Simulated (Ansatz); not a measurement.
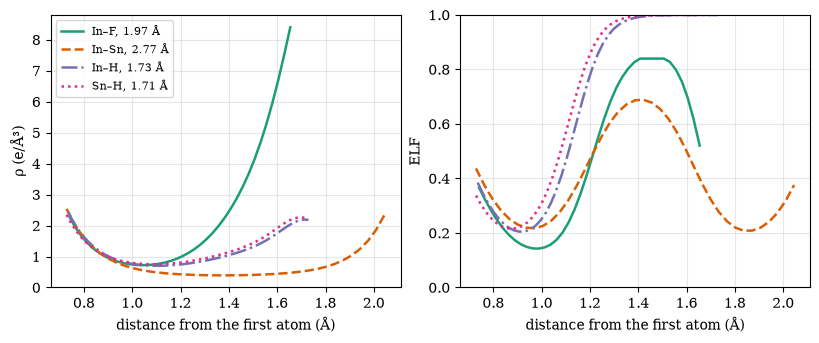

Figure. FH$_{4}$InSn (SMILES [F][InH][SnH3]). Electron density and ELF along straight lines between neighbouring atoms. The curves leave out the atomic cores.

Geometry: PBE0-D3(BJ)/def2-SVP; core potentials replace the inner electrons of In and Sn.

The calculation used Ansatz 0.2.0, isolated molecule in a Gaussian basis; Kohn-Sham density functional theory, functional PBE0.

Input file:

```
crystal:
  periodic: [false, false, false]
  atoms:
    - {symbol: F, position_ang: [-2.352807, 0.169086, -2.109630]}
    - {symbol: In, position_ang: [-0.402672, 0.367527, -1.869704]}
    - {symbol: Sn, position_ang: [0.366218, -0.318467, 0.703988]}
    - {symbol: H, position_ang: [0.324792, 0.920214, -3.338023]}
    - {symbol: H, position_ang: [2.060057, -0.155350, 0.913299]}
    - {symbol: H, position_ang: [-0.420310, 0.694917, 1.838795]}
    - {symbol: H, position_ang: [-0.068136, -1.942793, 1.029854]}
basis:
  gaussian: {orbitals: def2-TZVPD}
hamiltonian: {xc: pbe0}
output: {forces: true, orbitals: {seedname: orbitals}}
```

Run with:

```sh
ansatz run input.yaml --threads 2 --pin off --max-ram 4350MiB --events-out events.jsonl --progress --plain --runs-dir runs
```

### Compare the contacts.

In–F (1.97 Å): ρ at the midpoint is about 0.75 e/Å³; the ELF peaks at about 0.85 in the valence shell of F, 0.6 Å from its nucleus, and drops to about 0.15 between the two atoms.
In–Sn (2.77 Å): ρ is about 0.39 e/Å³ halfway; the ELF peaks at about 0.70 between the atoms.
In–H (1.73 Å): the density is about 1.2 e/Å³ at the midpoint; the ELF climbs to about 1 towards the hydrogen.
Sn–H (1.71 Å): ρ is about 1.2 e/Å³ halfway; the ELF climbs to about 1 towards the hydrogen.
